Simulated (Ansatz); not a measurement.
# A hypothetical structure for LuScAl5, part 2 of 2

This structure for LuScAl5 is made up. Its elements were placed in a known structure type with a cell scaled to their sizes. What cell does the guess relax to, and how far off was it?

Ansatz 0.2.0; DFT, PBEsol, plane-wave PAW, files of the set soft_1, scalar-relativistic, no spin, cell and ions relaxed at zero pressure; PAW set soft_1 (the session's first sound run).

So far: Set-up; Relaxing cell and atoms. The relaxed cell has a = 4.103, c = 8.183 Å (conventional setting).

**3. Bands of the relaxed cell**

A second self-consistent run takes a narrower smearing and the mesh shown in its input; the bands follow along the standard path of the relaxed lattice.

This step: DFT, PBEsol, plane-wave PAW, files of the set soft_1, scalar-relativistic, no spin, bands and density of states at the relaxed cell; PAW set soft_1 (Ansatz 0.2.0).

input.yaml

```yaml
crystal:
  lattice:
    - [4.1033436314, 0.0, 0.0]
    - [0.0, 4.1033436314, 0.0]
    - [0.0, 0.0, 8.1828168262]
  atoms:
    - { symbol: Lu, position: [0.0, 0.0, 0.0] }
    - { symbol: Sc, position: [0.0, 0.0, 0.5] }
    - { symbol: Al, position: [0.5, 0.0, 0.7430345062] }
    - { symbol: Al, position: [0.0, 0.5, 0.7430345062] }
    - { symbol: Al, position: [0.5, 0.0, 0.2569654938] }
    - { symbol: Al, position: [0.0, 0.5, 0.2569654938] }
    - { symbol: Al, position: [0.5, 0.5, 0.0] }
kpoints:
  mp_grid: { grid: [8, 8, 4] }
  band_path:
    path:
      - [[0.0, 0.0, 0.0], [0.0, 0.5, 0.0], [0.5, 0.5, 0.0], [0.0, 0.0, 0.0], [0.0, 0.0, 0.5], [0.0, 0.5, 0.5], [0.5, 0.5, 0.5], [0.0, 0.0, 0.5]]
      - [[0.0, 0.5, 0.0], [0.0, 0.5, 0.5]]
      - [[0.5, 0.5, 0.0], [0.5, 0.5, 0.5]]
    npoints: 8
scf:
  occupations: { method: fermi_dirac, width: 0.03 }
  n_extra_bands: 11
hamiltonian:
  xc: pbesol
  pseudopotentials: { kind: paw, azcp: { folder: soft_1 }, xc_functional: pbe }
output:
  forces: true
  stress: true
  write_bands: true
  dos: { projected: true }
  write_density: true
  write_potential: true
  elf: true
  volumetric_format: npy
```

The run is started by

```console
$ ansatz run input.yaml --threads 4 --pin off --max-ram 10240MiB --backend cpu --events-out ev --progress --plain --runs-dir out
```

Numbers of over 12 decimals in the logs are rounded to 6 here.

What it wrote:

```text
Lu: projections on atomic orbitals take those of the free atom [Kr 4d10] 4f14 5s2 5p6 5d1 6s2, of charge +0.00 (hamiltonian.pseudopotentials.projection_atoms); the dataset's partial waves leave at most 4.6e-5 of an orbital's norm unspanned inside its sphere
[...]
Crystal: 7 atoms, lattice volume = 137.778 Å³
Basis set: ecut = 420 eV, 2699 PW (Γ), exchange–correlation on 60×60×120 points (8 copies of the dense FFT grid, shifted against one another)
Bands: 37, of which v1, the nominal top of the filled ones, is band 26 counted from 1 (25 counted from 0)
Symmetry: 16 space group operations
[...]
k-points: 45 of 256
[...]
SCF iter   1: F=—  HF=-19348.713322 eV  |F-HF|=—  |Δ(HF+E_count)|=         —  Δρ=2.76e-2  dr2=3.88e0  ethr=3.10e-3  ⟨swp⟩=7.5  Hψ=8857  notcnv=0  defer=4
[...]
SCF iter  11: F=-19347.920713 eV  HF=-19347.920713 eV  |F-HF|=1.77e-9  |Δ(HF+E_count)|=   1.39e-8  Δρ=2.16e-6  dr2=5.56e-9  ethr=5.65e-11  ⟨swp⟩=10.5  Hψ=11431  notcnv=0
SCF 1 converged in 11 iterations: F = -19347.920713 eV  dr2 = 5.56e-9
  Residual-converged pass: ⟨swp⟩=1.1  Hψ=1850  notcnv=0  max |occ|·‖R‖ = 7.1e-9 eV (tolerance 1.0e-8 eV)  dr2=5.56e-9  dr2_onsite=5.41e-9  max |Δocc| = 9.5e-12
[...]
NSCF: frozen V_eff on 75 k-points
SCF converged after 11 iterations
Free energy (F): -19347.920713 eV
[...]
Internal energy: -19347.911000 eV  (E = F + TS)
E sigma→0 (E₀):  -19347.915857 eV
Entropy (-TS):   -0.009713 eV (-1.388 meV/atom)
Fermi energy:    8.554026 eV
[...]
--- Forces (eV/Å), atoms counted from 1 ---
  atom   1  Lu    -0.00000000     0.00000000     0.00000000
  atom   2  Sc    -0.00000000    -0.00000000     0.00000000
  atom   3  Al     0.00000000     0.00000000    -0.00469643
  atom   4  Al     0.00000000     0.00000000    -0.00469643
  atom   5  Al    -0.00000000     0.00000000     0.00469643
  atom   6  Al     0.00000000     0.00000000     0.00469643
  atom   7  Al     0.00000000     0.00000000     0.00000000
  max |Σ_I F_I| component: 2.08e-17 eV/Å
--- Stress (GPa, compression-positive) ---
       -0.174537       0.000000       0.000000
        0.000000      -0.174537       0.000000
        0.000000       0.000000       0.344408
  P = ⅓ Tr σ = -0.0016 GPa (-0.016 kbar)
--- Band table (eV; the first three rows and the last of 45) ---
  k-point 0: bands = [... 22 lower, 7.8731, 7.8731, 8.0178, 8.1714, 9.9518, 10.4457, 10.4457, 10.7715, ... 7 higher]
  k-point 1: bands = [... 22 lower, 7.7774, 7.8009, 7.8009, 8.5972, 10.2778, 10.2778, 10.3062, 10.4497, ... 7 higher]
  k-point 2: bands = [... 22 lower, 7.5693, 7.6614, 7.6614, 9.1122, 9.5289, 10.1543, 10.1543, 10.9677, ... 7 higher]
  k-point 44: bands = [... 22 lower, 5.3825, 7.7067, 7.7067, 8.3650, 8.3650, 8.5777, 9.1038, 10.8960, ... 7 higher]
```

Wall time 5.8 s (4 threads of AMD EPYC 9R14 (Zen 4), shared host); peak memory 0.67 GiB; 21 s of CPU time.

In the SCF lines HF is the Harris–Foulkes energy and dr2 the Hartree energy of the density residual, in eV; the loop may stop once dr2 is under the threshold and the program's other checks hold. Hψ counts applications of the Hamiltonian.

This step gave:

```yaml
free_energy: -19347.9207 eV
energy_at_zero_smearing: -19347.9159 eV
smearing_term_ts: 0.009713 eV
fermi_energy: 8.554 eV
pressure: -0.001556 GPa
```

bands.tsv at the labelled points (eV, zero at the Fermi level; the bands that come nearest the Fermi level along the path):

```
point  band 23  band 24  band 25  band 26  band 27  band 28  band 29  band 30
    Γ    -0.68    -0.68    -0.54    -0.38     1.40     1.89     1.89     2.22
    X    -0.59    -0.51    -0.19     1.54     1.78     2.03     2.19     2.26
    M    -2.32    -1.39    -1.10    -1.10     0.13     0.13     1.32     2.71
    Γ    -0.68    -0.68    -0.54    -0.38     1.40     1.89     1.89     2.22
    Z    -0.98    -0.89    -0.89     0.56     0.97     1.60     1.60     2.41
    R    -1.01    -0.76     0.35     0.41     1.00     1.29     1.97     2.31
    A    -3.17    -0.85    -0.85    -0.19    -0.19     0.02     0.55     2.34
    Z    -0.98    -0.89    -0.89     0.56     0.97     1.60     1.60     2.41
    X    -0.59    -0.51    -0.19     1.54     1.78     2.03     2.19     2.26
    R    -1.01    -0.76     0.35     0.41     1.00     1.29     1.97     2.31
    M    -2.32    -1.39    -1.10    -1.10     0.13     0.13     1.32     2.71
    A    -3.17    -0.85    -0.85    -0.19    -0.19     0.02     0.55     2.34
```

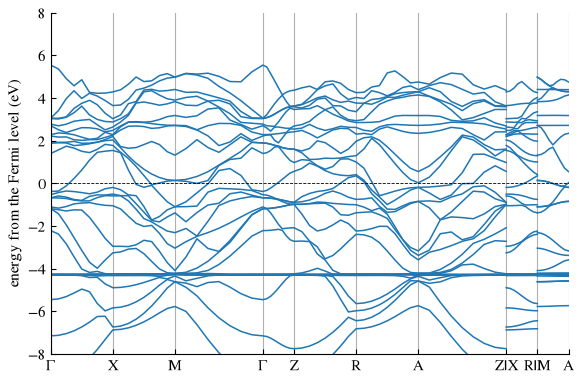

Bands along the path. 8 bands lie wholly below the window drawn.

States per cell as run, both spins, in windows of 1 eV, from dos.tsv (zero at the Fermi level):

```csv
from,to,total
-8,-7,1.12
-7,-6,1.72
-6,-5,1.52
-5,-4,16.25
-4,-3,2.21
-3,-2,2.77
-2,-1,4.13
-1,0,4.53
0,1,2.69
1,2,3.88
2,3,6.07
3,4,5.30
```

A further 16.7 states lie below the table's range.

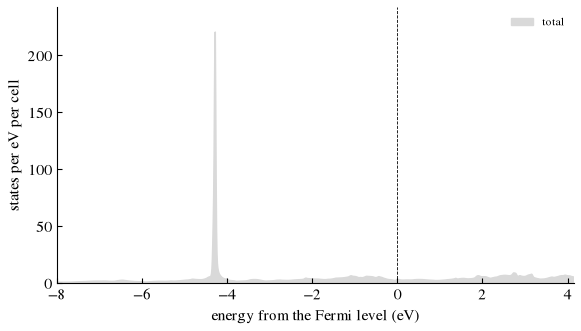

Total density of states, smoothed over about 0.04 eV.

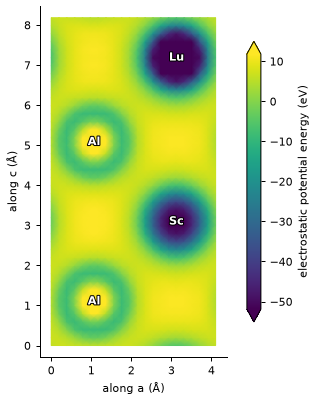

Electrostatic potential energy in the ac plane at fractional y = 0.000, with atoms of Lu and Sc and Al within 0.2 Å of it. With pseudopotentials it is smooth inside the atoms' cores, unlike the true potential. The map starts off the cell's origin, so that atoms lie inside it.

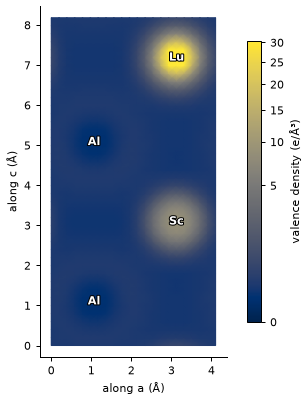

Valence density in the ac plane at fractional y = 0.000, with atoms of Lu and Sc and Al within 0.2 Å of it. It is the smooth field of the valence electrons, not physical close to the nuclei. The map starts off the cell's origin, so that atoms lie inside it. The colour scale is stretched toward low values.

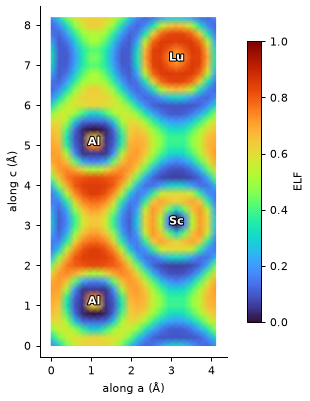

ELF in the ac plane at fractional y = 0.000, with atoms of Lu and Sc and Al within 0.2 Å of it. It is the smooth field of the valence electrons, not physical close to the nuclei. The map starts off the cell's origin, so that atoms lie inside it.

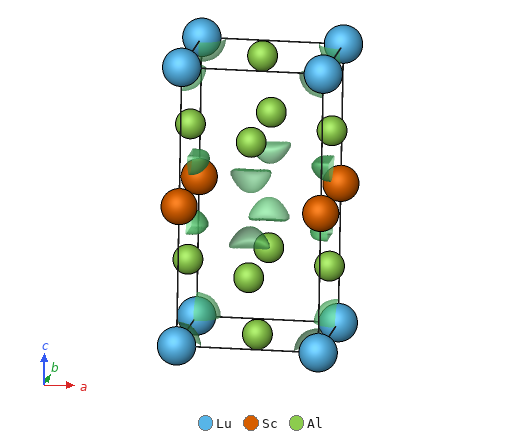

Surface of ELF = 0.78.

**4. Outcome**

```yaml
space_group_relaxed: P4/mmm
conventional_cell: a = 4.103, b = 4.103, c = 8.183 Å; α = 90.0°, β = 90.0°, γ = 90.0°
volume_per_atom: 19.68 Å³ (guess 18.64)
```

**Reading.** LuScAl5 relaxes to P4/mmm with a = 4.103, b = 4.103 and c = 8.183 Å. The guessed volume was 5 % too small. The space group P4/mmm was held in the relaxation, so the end point is a stationary structure within it and may be a saddle against distortions or other arrangements. Bands cross the Fermi level, so it is a metal or semimetal at this level. The electron count is odd, which forces that without spin polarisation or a larger cell. On the 8×8×4 mesh with the narrower smearing (relaxed on 6×6×4) the largest force component is 0.005 eV/Å and the largest stress component is 0.344 GPa, against the relaxation's thresholds of 0.015 eV/Å and 0.05 GPa. The cutoff wasn't tested. A vector of the cell changed its length by 17 %, more than the volume shows. Spin-orbit coupling is left out, which can matter for elements this heavy. No dispersion term is used, so weakly bound directions may come out too long. Nothing here tests whether the compound is stable against decomposition.

[Logs are printed without paths, hosts, clocks, repeated set-up lines and the standing remarks that a program may print on its own settings, such as how far it seeks lower states.]

[Hosts, paths, dates, database ids (printed as entryN), source tags and the programs' standing remarks are cut or masked in the printed files.]
